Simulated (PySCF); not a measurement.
# C₃H₆Cl₂Si₂ (SMILES [SiH3]C#C[SiH2]C(Cl)Cl): what the fields show

The calculation's input:

```
{"job": {"kind": "uv", "xc": "B3LYP", "basis": "def2-SVPD", "nstates": 8, "ntriplets": 3}, "charge": 0, "multiplicity": 1}
Si     3.170880     0.784856    -0.097291
C      1.470613     0.060221    -0.242573
C      0.354123    -0.402793    -0.327334
Si    -1.342367    -1.116354    -0.447858
C     -2.481411     0.180984     0.420648
Cl    -4.178972    -0.332061     0.287388
Cl    -2.037223     0.334832     2.135551
H      3.030490     2.240533    -0.029327
H      3.783799     0.249338     1.119175
H      3.919681     0.385286    -1.290776
H     -1.794540    -1.200136    -1.837284
H     -1.471195    -2.367497     0.293259
H     -2.428266     1.183278    -0.001307
```

Command:

```sh
OMP_NUM_THREADS=1 python probes_run.py task.json out
```

Geometry: GFN2-xTB.

All numbers below come from B3LYP/def2-SVPD, SCF density, gas phase (PySCF).

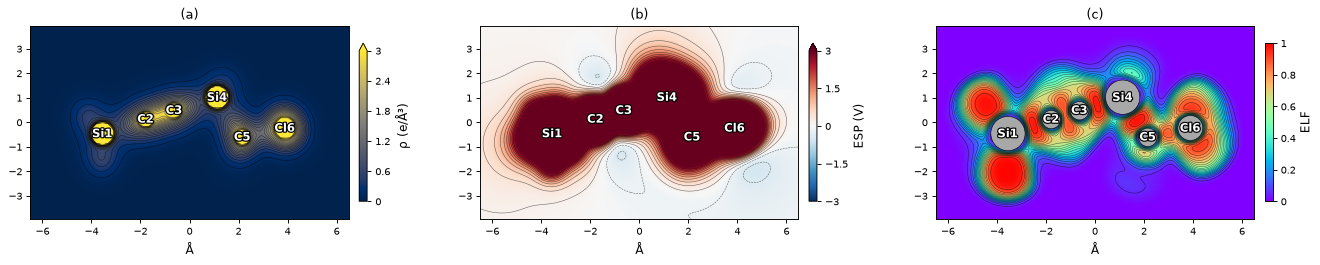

Figure 1. (a) electron density; (b) electrostatic potential; (c) ELF on the plane of atoms C3, Si4 and C5. Grey discs cover the atomic cores in the ELF map.

Q: Describe what can be read from this map.

A: Atoms in the plane: Si, C and Cl.
C–C (1.21 Å): ρ at the midpoint is about 2.8 e/Å³; the ELF peaks at about 0.90 between the atoms (a multiple bond).
C–Cl (1.78 Å): ρ is about 1.3 e/Å³ halfway; the ELF peaks at about 0.90 between the atoms, as expected for localised, covalent bonding.
C–Si (1.84 Å): the density is about 0.95 e/Å³ at the midpoint; the ELF peaks at about 0.95 between the atoms: a covalent bond.
C–Si (1.93 Å): ρ at the midpoint is about 0.91 e/Å³; the ELF peaks at about 1 between the atoms: a shared electron pair.
The ELF also peaks beside Cl6, away from the bonds: lone-pair regions.
Outside the dense part of the molecule the potential is most negative (−0.5 V) near Cl6.

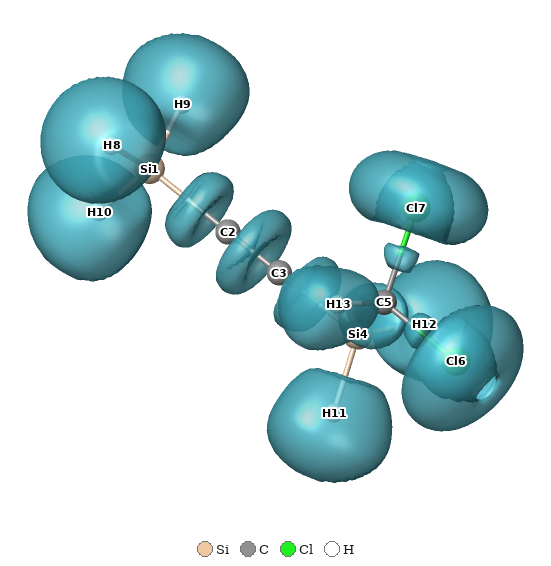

Figure 2. Isosurface of the electron localisation function at 0.8 (cyan), seen at an oblique angle. Core shells and regions of very low density are left out.

Q: Where are the electrons localised?

A: The surface consists of one region between bonded C–C atoms (shared pairs), two regions between bonded C–Cl atoms (shared pairs), three regions between bonded C–Si atoms (shared pairs), six regions around hydrogen nuclei and two rings or bowls of non-bonding electrons around Cl.

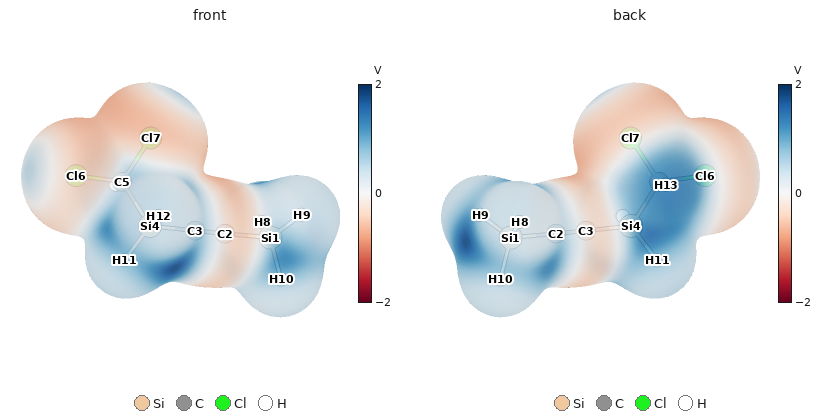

Figure 3. The electrostatic potential painted on the density surface at 0.002 e/bohr³, seen from the front and from behind; the colour scale runs from red (negative) to blue (positive).

Q: Which sites attract a positive test charge, and which a negative one?

A: A positive charge is drawn to the negative regions and a negative charge to the positive ones. The most negative region (about −0.6 V) lies over C2, C3, Cl6 and Cl7, the most positive (about +1.7 V) over Si1 and Si4. Cl6 shows a σ-hole: about +0.5 V at the tip opposite its bond, against about −0.4 V on its flanks. Cl7 shows a σ-hole: about +0.5 V at the tip opposite its bond, against about −0.5 V on its flanks.

Q: How polar is the molecule by this calculation?

A: Its dipole moment is 2.25 D.
